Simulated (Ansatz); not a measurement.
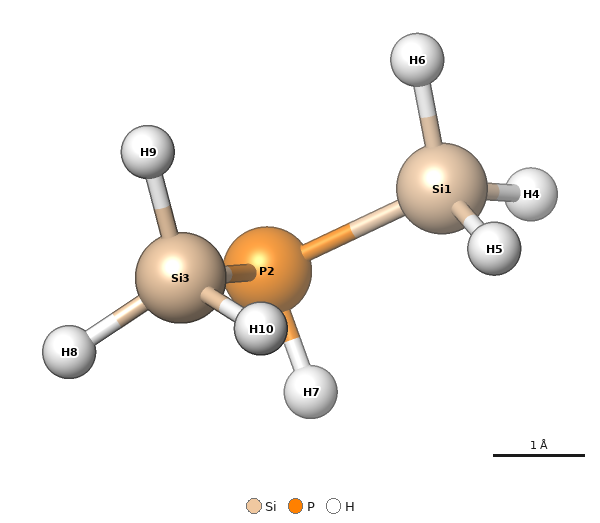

The structure as given in the input (ball-and-stick view, seen at a tilt; atoms are numbered from 1 in the order of the input). Bond lengths as drawn: H–P 1.42 Å, H–Si 1.49 Å and P–Si 2.25 Å.

## What a change does: single-point calculation on Si2PH7

System: Si2PH7.
Method of the first run: RKS wB97M-V/def2-SVP (Ansatz 0.2.0).

The geometry comes from this level: PBE0-D4/def2-TZVP. Text and figures count atoms from 1; the logs count them from 0 in places.

## Input, the first run
```yaml
crystal:
  periodic: [false, false, false]
  atoms:
    - {symbol: Si, position_ang: [-1.293646, 0.738956, -0.772210]}
    - {symbol: P, position_ang: [-0.480899, -1.286939, -0.226869]}
    - {symbol: Si, position_ang: [1.218581, -0.517749, 1.031032]}
    - {symbol: H, position_ang: [-2.304616, 0.573952, -1.848769]}
    - {symbol: H, position_ang: [-0.250310, 1.695041, -1.230141]}
    - {symbol: H, position_ang: [-1.955980, 1.292649, 0.437515]}
    - {symbol: H, position_ang: [0.301302, -1.417242, -1.407677]}
    - {symbol: H, position_ang: [2.134177, -1.647004, 1.338797]}
    - {symbol: H, position_ang: [0.636593, -0.003125, 2.297989]}
    - {symbol: H, position_ang: [1.994807, 0.571461, 0.380323]}
basis:
  gaussian: {orbitals: def2-SVP}
hamiltonian: {xc: {name: wB97M-V}}
output: {orbitals: {seedname: orbitals}}
```

Hardware: 2 CPU threads, shared host.

## Output (the first run)
```
Functional definition: wB97M-V
  parameter omega = 0.3/bohr
  parameter cx = 0.15
  parameter cx01 = 1.007
  parameter cx10 = 0.259
  parameter css00 = 0.443
  parameter css04 = -1.437
  parameter css10 = -4.535
  parameter css20 = -3.390
  parameter css43 = 4.278
  parameter cos00 = 1.000
  parameter cos10 = 1.358
  parameter cos20 = 2.924
  parameter cos21 = -8.812
  parameter cos60 = -1.390
  parameter cos61 = 9.142
  parameter b = 6.0
  parameter c = 0.01
  gx(w, u) = 1 - cx + cx01*u + cx10*w
  gss(w, u) = css00 + css04*u^4 + css10*w + css20*w^2 + css43*w^4*u^3
  gos(w, u) = cos00 + cos10*w + (cos20 + cos21*u)*w^2 + (cos60 + cos61*u)*w^6
  exchange = spin_sum(e_x_unif_sr(omega)*gx(b97_w, b97_u_x)) + cx*exact_x_sr(omega) + exact_x_lr(omega)
  correlation = spin_sum(e_c_pw_mod_same_spin*gss(b97_w, b97_u_same))
      + integral(e_c_pw_mod_opposite_spin*gos(b97_w_opposite, b97_u_opposite)) + vv10(b, c)
854 factors; integrals over basis functions are off by at most 1.1e-3 eV
347 factors; integrals over basis functions are off by at most 7.1e-6 eV
mean field evaluation 1: about -25147.2697 eV, gradient 8.5e0 eV
mean field evaluation 2: about -25147.5557 eV, gradient 2.5e0 eV
mean field evaluation 4: about -25147.5840 eV, gradient 1.5e-1 eV
mean field evaluation 8: about -25147.6121 eV, gradient 4.3e-3 eV
mean field -25147.61212207 eV, -924.1576998225 hartree, gradient 4.6e-5 eV, S^2 0.000000; 0 other end points of the search recorded, 0 dependent functions left out
reference -25147.61216750 eV, -924.1577014919 hartree; 25, 25 occupied and 64, 64 virtual orbitals, 854 factors
Total energy: -25147.61216750 eV, -924.1577014919 hartree
```

The input of the second run differs as follows (lines with − go, lines with + come):
```diff
-  gaussian: {orbitals: def2-SVP}
+  gaussian: {orbitals: "def2-QZVPP.json"}
```

How does the second run compare with the first run?

The total energy of the second run is 223.8 kcal/mol lower, which measures the change of basis and not a stability. The HOMO goes from −9.51 to −9.58 eV. The LUMO goes from 2.17 to 1.21 eV. The basis functions go from 89 to 420.

## Output (the second run)
```
Functional definition: wB97M-V
  parameter omega = 0.3/bohr
  parameter cx = 0.15
  parameter cx01 = 1.007
  parameter cx10 = 0.259
  parameter css00 = 0.443
  parameter css04 = -1.437
  parameter css10 = -4.535
  parameter css20 = -3.390
  parameter css43 = 4.278
  parameter cos00 = 1.000
  parameter cos10 = 1.358
  parameter cos20 = 2.924
  parameter cos21 = -8.812
  parameter cos60 = -1.390
  parameter cos61 = 9.142
  parameter b = 6.0
  parameter c = 0.01
  gx(w, u) = 1 - cx + cx01*u + cx10*w
  gss(w, u) = css00 + css04*u^4 + css10*w + css20*w^2 + css43*w^4*u^3
  gos(w, u) = cos00 + cos10*w + (cos20 + cos21*u)*w^2 + (cos60 + cos61*u)*w^6
  exchange = spin_sum(e_x_unif_sr(omega)*gx(b97_w, b97_u_x)) + cx*exact_x_sr(omega) + exact_x_lr(omega)
  correlation = spin_sum(e_c_pw_mod_same_spin*gss(b97_w, b97_u_same))
      + integral(e_c_pw_mod_opposite_spin*gos(b97_w_opposite, b97_u_opposite)) + vv10(b, c)
1510 factors; their error is unknown
377 factors; integrals over basis functions are off by at most 1.0e-5 eV
mean field evaluation 1: about -25156.7899 eV, gradient 1.2e1 eV
mean field evaluation 2: about -25157.2559 eV, gradient 3.6e0 eV
mean field evaluation 4: about -25157.2997 eV, gradient 2.5e-1 eV
mean field evaluation 8: about -25157.3173 eV, gradient 1.2e-1 eV
mean field evaluation 16: about -25157.3174 eV, gradient 5.9e-5 eV
mean field -25157.31739424 eV, -924.5143619961 hartree, gradient 5.9e-5 eV, S^2 0.000000; 0 other end points of the search recorded, 0 dependent functions left out
reference -25157.31746684 eV, -924.5143646640 hartree; 25, 25 occupied and 395, 395 virtual orbitals, 1510 factors
Total energy: -25157.31746684 eV, -924.5143646640 hartree
```

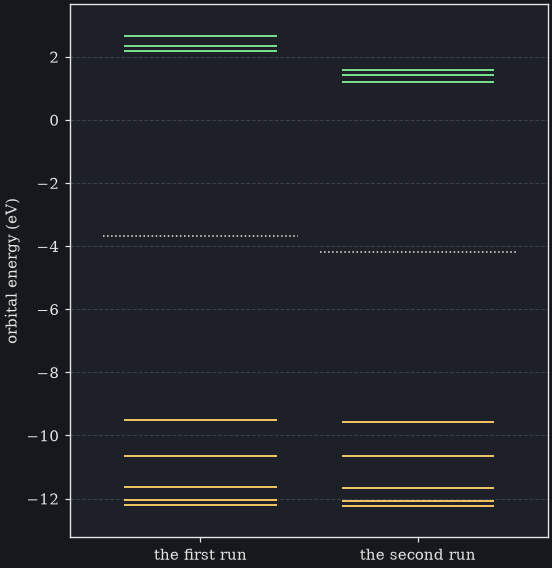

The five highest filled and three lowest empty orbital energies of the two runs; the dotted lines part filled from empty levels. The HOMO–LUMO gap is 11.68 eV in the first run and 10.79 eV in the second run.

## The two runs side by side

```tsv
quantity	the first run	the second run
outcome	converged	converged
total energy (hartree)	−924.157701	−924.514365
HOMO (eV)	−9.51	−9.58
LUMO (eV)	2.17	1.21
basis functions	89	420
wall time (shared host)	6.5 s	37 s
```
